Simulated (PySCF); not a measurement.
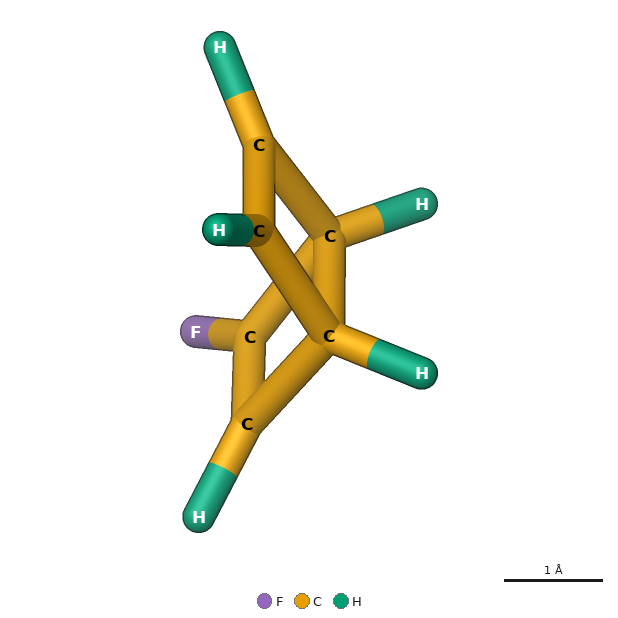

A stick model of a molecule. Every bond is drawn as one stick, whatever its order.

The geometry was computed by an optimisation with PBE0-D3(BJ)/def2-SVP. No frequency run is at hand to confirm it as a minimum.

**What is the molecular formula?**

C₆H₅F, 12 atoms: 6 carbon, 5 hydrogen and 1 fluorine.

**How many bonds of each kind are drawn?**

7 C–C, 5 C–H, 1 C–F.

**Does it have rings?**

Independent rings (smallest set): 2 of 4 members.

**Give the symmetry (Schoenflies symbol).**

C1.

**Name some functional groups or characteristic bonds that it holds.**

Among them: alkene, C–F bond.

The parts below concern this one geometry. Atoms keep their numbers from picture to picture.

Shape

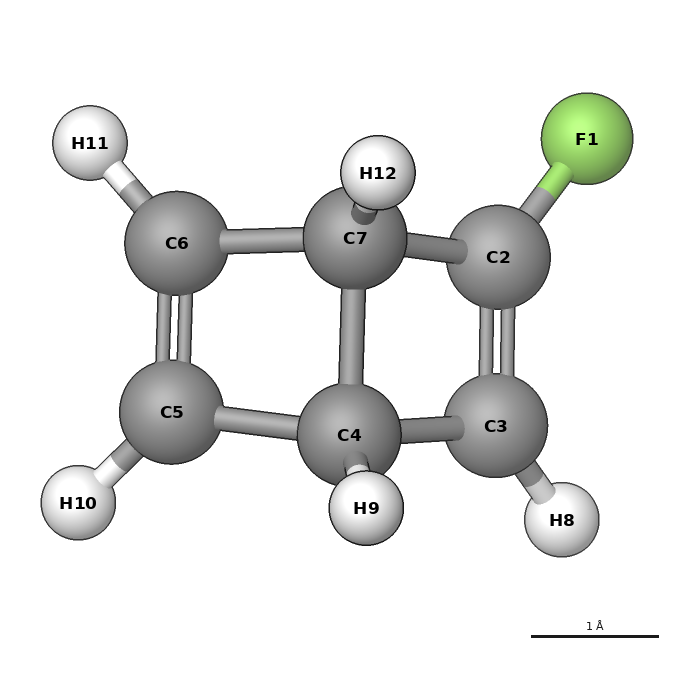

Numbered structure. No frequency run is at hand to confirm it as a minimum.

Which atoms are bonded, and how long are the bonds?

| bond | length (Å) | order |
| --- | --- | --- |
| F1–C2 | 1.318 | single |
| C2–C3 | 1.338 | double |
| C2–C7 | 1.501 | single |
| C3–C4 | 1.522 | single |
| C3–H8 | 1.090 | single |
| C4–C5 | 1.523 | single |
| C4–C7 | 1.564 | single |
| C4–H9 | 1.100 | single |
| C5–C6 | 1.340 | double |
| C5–H10 | 1.093 | single |
| C6–C7 | 1.523 | single |
| C6–H11 | 1.092 | single |
| C7–H12 | 1.100 | single |

Levels of theory compared

No frequency run is at hand to confirm it as a minimum. Program: PySCF 2.14.0.

Tabulate HOMO–LUMO gap (eV), dipole (D) at these levels: PBE0/6-311+G(2d,p); PBE0/6-31G*; PBE0/IGLO-III; PBE0/aug-cc-pVDZ; PBE0/cc-pVDZ; PBE0/cc-pVTZ; PBE0/def2-SVP; PBE0/def2-TZVP; PBE0/pcSseg-0; PBE0/pcSseg-2.

```json
{"level": "PBE0/6-311+G(2d,p)", "HOMO–LUMO gap (eV)": "6.56", "dipole (D)": "1.45"}
{"level": "PBE0/6-31G*", "HOMO–LUMO gap (eV)": "6.78", "dipole (D)": "1.21"}
{"level": "PBE0/IGLO-III", "HOMO–LUMO gap (eV)": "6.58", "dipole (D)": "1.41"}
{"level": "PBE0/aug-cc-pVDZ", "HOMO–LUMO gap (eV)": "6.55", "dipole (D)": "1.43"}
{"level": "PBE0/cc-pVDZ", "HOMO–LUMO gap (eV)": "6.72", "dipole (D)": "1.20"}
{"level": "PBE0/cc-pVTZ", "HOMO–LUMO gap (eV)": "6.66", "dipole (D)": "1.32"}
{"level": "PBE0/def2-SVP", "HOMO–LUMO gap (eV)": "6.75", "dipole (D)": "1.28"}
{"level": "PBE0/def2-TZVP", "HOMO–LUMO gap (eV)": "6.64", "dipole (D)": "1.37"}
{"level": "PBE0/pcSseg-0", "HOMO–LUMO gap (eV)": "6.89", "dipole (D)": "1.57"}
{"level": "PBE0/pcSseg-2", "HOMO–LUMO gap (eV)": "6.60", "dipole (D)": "1.41"}
```

NMR shielding

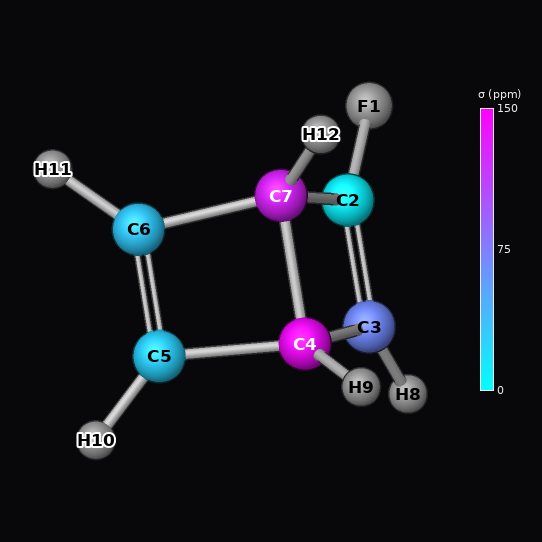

Atoms are coloured by their isotropic NMR shieldings (C only, the others grey). No frequency run is at hand to confirm it as a minimum. Level of theory: GIAO PBE0/IGLO-III NMR shielding, non-relativistic, gas phase (PySCF 2.14.0).

**Which C atom is the most shielded (lowest chemical shift)?**

C4 (143.6 ppm).

**Which C atom is the least shielded (highest chemical shift)?**

C2 (6.6 ppm).

**How wide is the range of C shifts?**

137.0 ppm.

Give the isotropic NMR shieldings of the C atoms atom by atom.

| atom | σ (ppm) |
| --- | --- |
| C2 | 6.6 |
| C3 | 67.7 |
| C4 | 143.6 |
| C5 | 25.6 |
| C6 | 29.8 |
| C7 | 129.0 |

Charges

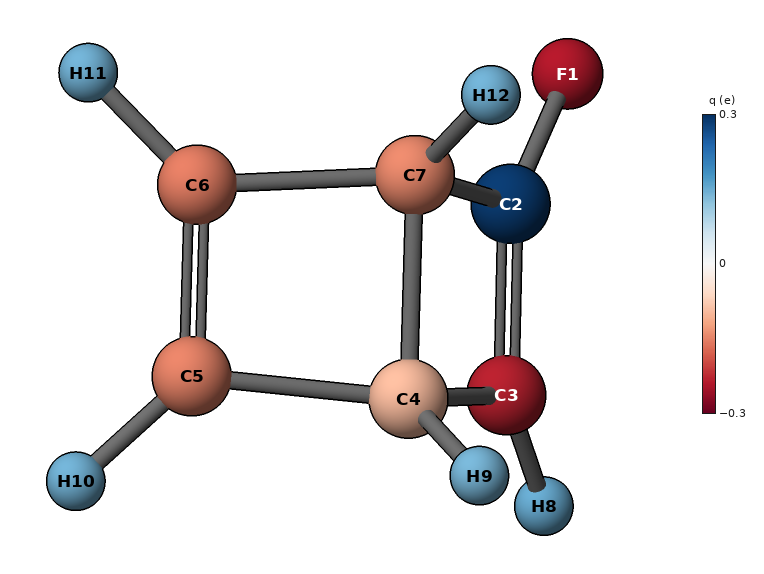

Atoms are coloured by their IAO charges. No frequency run is at hand to confirm it as a minimum. Method: PBE0/def2-SVP, gas phase (PySCF 2.14.0).

Give the IAO charges atom by atom.

```json
{"atom": "F1", "value (e)": "−0.24"}
{"atom": "C2", "value (e)": "0.28"}
{"atom": "C3", "value (e)": "−0.23"}
{"atom": "C4", "value (e)": "−0.09"}
{"atom": "C5", "value (e)": "−0.15"}
{"atom": "C6", "value (e)": "−0.15"}
{"atom": "C7", "value (e)": "−0.14"}
{"atom": "H8", "value (e)": "0.15"}
{"atom": "H9", "value (e)": "0.14"}
{"atom": "H10", "value (e)": "0.14"}
{"atom": "H11", "value (e)": "0.15"}
{"atom": "H12", "value (e)": "0.14"}
```
